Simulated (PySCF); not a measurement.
# C$_{6}$H$_{10}$O$_{2}$Si: what the fields show

```yaml
atoms:
  - { symbol: C, position_ang: [-2.8139, 0.1861, 0.1769] }
  - { symbol: C, position_ang: [-1.5058, -0.0988, 0.1515] }
  - { symbol: C, position_ang: [-0.6693, 0.1872, 1.3147] }
  - { symbol: O, position_ang: [0.3761, -0.3854, 1.5299] }
  - { symbol: C, position_ang: [-0.7846, -0.7414, -0.9384] }
  - { symbol: Si, position_ang: [0.7994, -1.7494, -0.5333] }
  - { symbol: C, position_ang: [0.5461, -0.0379, -1.3068] }
  - { symbol: O, position_ang: [0.7519, 1.1930, -0.6669] }
  - { symbol: C, position_ang: [2.0883, 1.4166, -0.3010] }
  - { symbol: H, position_ang: [-3.4614, -0.0522, -0.6494] }
  - { symbol: H, position_ang: [-3.2750, 0.6399, 1.0380] }
  - { symbol: H, position_ang: [-1.0597, 0.9290, 2.0300] }
  - { symbol: H, position_ang: [-1.4115, -1.0187, -1.7779] }
  - { symbol: H, position_ang: [1.4452, -2.2986, 0.6314] }
  - { symbol: H, position_ang: [0.9520, -2.6614, -1.6765] }
  - { symbol: H, position_ang: [0.7127, 0.0454, -2.3839] }
  - { symbol: H, position_ang: [2.7550, 1.3493, -1.1686] }
  - { symbol: H, position_ang: [2.4096, 0.6852, 0.4516] }
  - { symbol: H, position_ang: [2.1350, 2.4213, 0.1168] }
```

Geometry: GFN2-xTB.

Computed with PBE0/pcSseg-1, SCF density, gas phase, non-relativistic (PySCF 2.14.0).

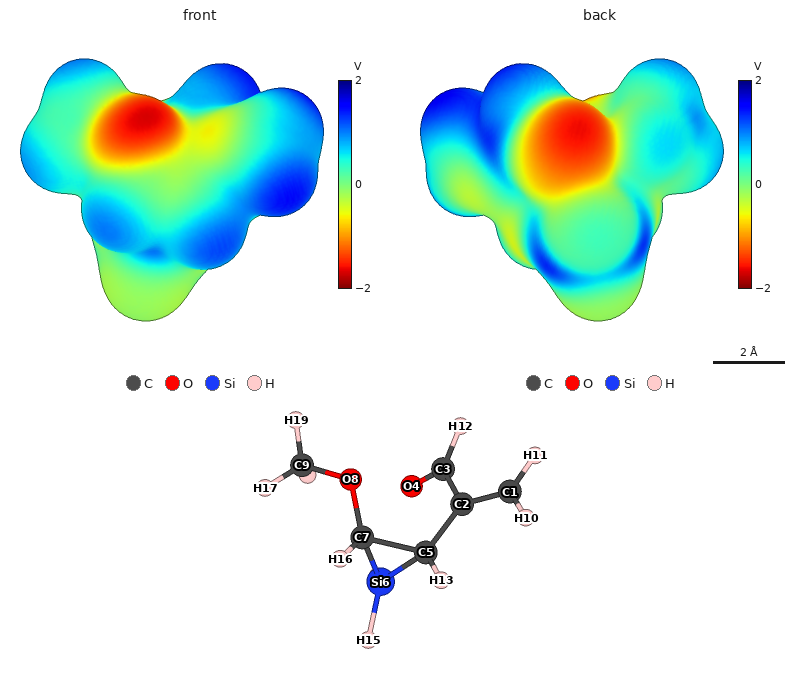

Figure 1. The electrostatic potential painted on the density surface at 0.004 e/bohr³, seen from the front and from behind; the colour scale runs from red (negative) to blue (positive). The bare structure is drawn below in the same view.

Describe the electrostatic potential map.

Answer. The most negative region (about −1.6 V) lies over O4 and O8, the most positive (about +1.5 V) over H10 and H11.

What dipole moment does the calculation give?

Answer. Its dipole moment is 1.44 D.

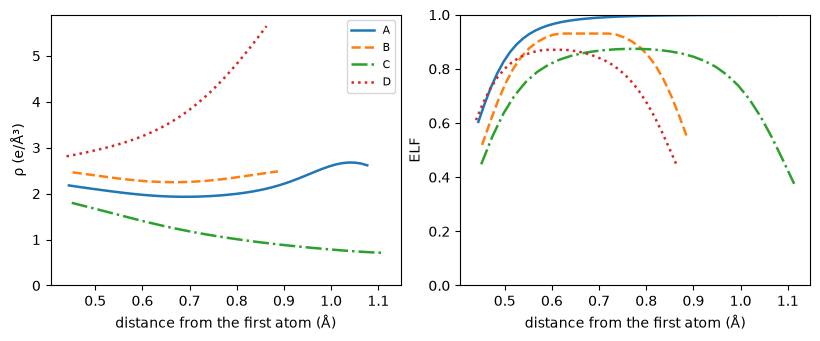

Figure 2. Total electron density and ELF along straight lines between neighbouring atoms. The curves leave out the atomic cores.

Which curve belongs to which contact (C–C, C–H, C–O and C–Si)? The first atom named is at distance zero.

Answer. Curve A: C–H (1.08 Å): ρ at the midpoint is about 2 e/Å³; the ELF climbs to about 1 towards the hydrogen, as it does in any bond to H: an ordinary covalent bond to hydrogen. Curve B: C–C (1.34 Å): ρ at the midpoint is about 2.2 e/Å³; the ELF peaks at about 0.95 between the atoms: a multiple bond. Curve C: C–Si (1.90 Å): ρ at the midpoint is about 0.83 e/Å³; the ELF peaks at about 0.85 between the atoms (localised, covalent bonding). Curve D: C–O (1.21 Å): ρ is about 3.3 e/Å³ halfway; the ELF peaks at about 0.85 between the atoms (a short, multiple covalent bond).
